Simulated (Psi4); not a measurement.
# USVWN5/def2-TZVPPD run of O2F (SMILES [O]OF)

Aim: the energy change on altering one bond length of O2F at USVWN5/def2-TZVPPD, from 2 runs. 

Program for the calculation: Psi4 1.11.

1 further run of the same task is left out (set aside as unsound or not needed).

## Step 1: The system as given

O2F has 3 atoms, charge 0, and is taken as a doublet. SMILES: `[O]OF`. The shape is that of a PBE0-D4/def2-TZVP optimisation.

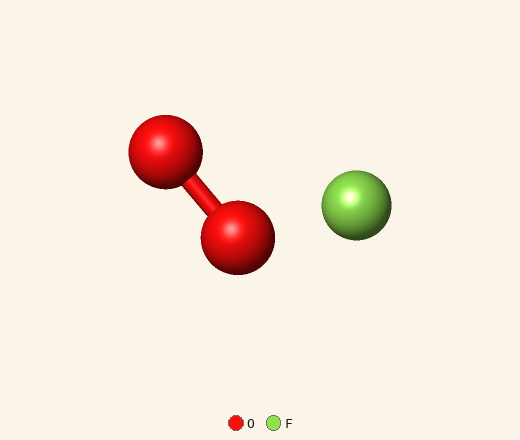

Viewed from a chosen angle; oxygen red, fluorine green.

## Step 2: A single-point energy at USVWN5/def2-TZVPPD

job.in

```
memory 1.6 GB

molecule {
  0 2
  O
  O 1 R2
  F 2 R3 1 A3

  R2 = 1.181137
  R3 = 1.573215
  A3 = 111.00452
  symmetry c1
  no_reorient
  no_com
}

set globals {
  basis def2-TZVPPD
  reference uks
  puream true
  e_convergence 1e-09
  d_convergence 1e-08
  scf_type pk
  dft_radial_points 99
  dft_spherical_points 590
  maxiter 100
}

result, w = energy("scf", dft_functional={"name": "SVWN5", "x_functionals": {"LDA_X": {}}, "c_functionals": {"LDA_C_VWN": {}}}, return_wfn=True)
print_variables()
```

Command:

```sh
psi4 job.in job.out -n 1
```

job.out:

```text
[...]
  Running in c1 symmetry.
[...]
  Nuclear repulsion =   69.596685161349086
[...]
  Multiplicity = 2
[...]
  Nalpha       = 13
  Nbeta        = 12
[...]
    Number of basis functions: 120
[...]
   @UKS iter   1:  -248.45354594924930   -2.09689e-01   3.82695e-03 ADIIS/DIIS
[...]
   @UKS iter  14:  -248.51778413758507   -9.09495e-13   1.97078e-09 DIIS
[...]
   @S^2 Observed:                7.548085216E-01
[...]
    Orbital Energies [Eh]
    ---------------------
    Alpha Occupied:
       1A    -24.110182     2A    -18.871176     3A    -18.792325
       4A     -1.290599     5A     -1.057939     6A     -0.775431
       7A     -0.580995     8A     -0.563454     9A     -0.554245
      10A     -0.363588    11A     -0.357131    12A     -0.349776
      13A     -0.275453
    Alpha Virtual:
      14A     -0.195388    15A      0.027736    16A      0.036362
      17A      0.050446    18A      0.059694    19A      0.108049
      20A      0.109300    21A      0.116500    22A      0.133499
      23A      0.135120    24A      0.136012    25A      0.184165
[...]
  @UKS Final Energy:  -248.51778413758507
   => Energetics <=
    Nuclear Repulsion Energy =             69.5966851613490860
    One-Electron Energy =                -483.3223367629113341
    Two-Electron Energy =                 190.8548314033220095
    DFT Exchange-Correlation Energy =     -25.6469639393448006
    Empirical Dispersion Energy =           0.0000000000000000
    VV10 Nonlocal Energy =                  0.0000000000000000
    Total Energy =                       -248.5177841375850676
[...]
 Multipole Moments:
 ------------------------------------------------------------------------------------
     Multipole            Electronic (a.u.)      Nuclear  (a.u.)        Total (a.u.)
 ------------------------------------------------------------------------------------
 L = 1.  Multiply by 2.5417464519 to convert [e a0] to [Debye]
 Dipole X            :          0.3190313           -0.8745064           -0.5554751
 Dipole Y            :         -0.4096833            0.6874175            0.2777342
 Dipole Z            :          0.0000000            0.0000000            0.0000000
 Magnitude           :                                                    0.6210385
[...]
```

It took 23 s on 1 thread of AMD EPYC 7R43 (Zen 3), shared host; peak memory 0.67 GiB.

## Step 3: The distorted shape: energy and gradient at USVWN5/def2-TZVPPD

input.inp

```
memory 1600 MB

molecule molecule1 {
  0 2
  O      1.053414    -0.414432     0.535384
  O      0.133270     0.497870     0.127930
  F     -1.066650    -0.202430    -0.610160
  units angstrom
  symmetry c1
  no_reorient
  no_com
}

set globals {
  basis                def2-TZVPPD
  reference            uks
  puream               true
  e_convergence        1e-09
  d_convergence        1e-08
  scf_type             pk
  dft_radial_points    99
  dft_spherical_points 590
  maxiter              100
}

e_tot, wfn = gradient('scf', dft_functional={"name": "SVWN5", "x_functionals": {"LDA_X": {}}, "c_functionals": {"LDA_C_VWN": {}}}, return_wfn=True)
oeprop(wfn, 'MAYER_INDICES', 'QUADRUPOLE', 'LOWDIN_CHARGES', title='SCF')
```

Command:

```sh
psi4 input.inp input.out -n 1
```

input.out, shortened:

```text
[...]
  Running in c1 symmetry.
[...]
  Nuclear repulsion =   64.902218334386149
[...]
  Multiplicity = 2
[...]
  Nalpha       = 13
  Nbeta        = 12
[...]
    Number of basis functions: 120
[...]
   @UKS iter   1:  -248.41112734791079   -4.63827e-01   4.13254e-03 ADIIS/DIIS
[...]
   @UKS iter  14:  -248.49128766415589   -1.79625e-11   7.35948e-09 DIIS
[...]
   @S^2 Observed:                7.565084138E-01
[...]
  @UKS Final Energy:  -248.49128766415589
   => Energetics <=
    Nuclear Repulsion Energy =             64.9022183343861485
    One-Electron Energy =                -474.2352456568498837
    Two-Electron Energy =                 186.3450014632373666
    DFT Exchange-Correlation Energy =     -25.5032618049294975
    Empirical Dispersion Energy =           0.0000000000000000
    VV10 Nonlocal Energy =                  0.0000000000000000
    Total Energy =                       -248.4912876641558910
[...]
  -Total Gradient:
     Atom            X                  Y                   Z
    ------   -----------------  -----------------  -----------------
       1        0.090427964994    -0.088337045893     0.040187323367
       2       -0.075567205350     0.095991258004    -0.031157685319
       3       -0.014855295025    -0.007655305488    -0.009026745153
[...]
 Multipole Moments:
 ------------------------------------------------------------------------------------
     Multipole            Electronic (a.u.)      Nuclear  (a.u.)        Total (a.u.)
 ------------------------------------------------------------------------------------
 L = 1.  Multiply by 2.5417464519 to convert [e a0] to [Debye]
 Dipole X            :          0.4985738           -0.2010253            0.2975485
 Dipole Y            :          2.3602266           -2.1814356            0.1787910
 Dipole Z            :          0.5330518           -0.3494633            0.1835886
 Magnitude           :                                                    0.3926908
 L = 2.  Multiply by 1.3450342976 to convert [e a0^2] to [Debye ang]
 Quadrupole XX       :        -80.6015513           68.7759074          -11.8256439
 Quadrupole XY       :          3.5852469           -3.6369190           -0.0516721
[...]
```

Wall time 31 s (1 thread of AMD EPYC 7R43 (Zen 3), shared host); peak memory 0.67 GiB.

## Step 4: Outcome

Level: USVWN5/def2-TZVPPD.

| quantity | value |
| --- | --- |
| first shape: total energy | -248.51778 Eh |
| first shape: dipole moment | 1.58 D |
| first shape: HOMO energy (highest over α and β) | -7.50 eV |
| first shape: LUMO energy (lowest over α and β) | -6.06 eV |
| first shape: ⟨S²⟩ | 0.755 |
| distorted shape: total energy | -248.49129 Eh |
| distorted shape: dipole moment | 1.00 D |
| distorted shape: HOMO energy (highest over α and β) | -8.34 eV |
| distorted shape: LUMO energy (lowest over α and β) | -6.93 eV |
| distorted shape: ⟨S²⟩ | 0.757 |
| distorted shape: largest force on an atom | 6.821 eV/Å |
| energy change with the O1–O2 bond stretched from 1.181 to 1.358 Å | 0.721 eV |

With the O1–O2 bond stretched from 1.181 to 1.358 Å the energy rises by 0.72 eV (16.6 kcal/mol). The first shape isn't relaxed at this level, so the change isn't measured from a minimum.
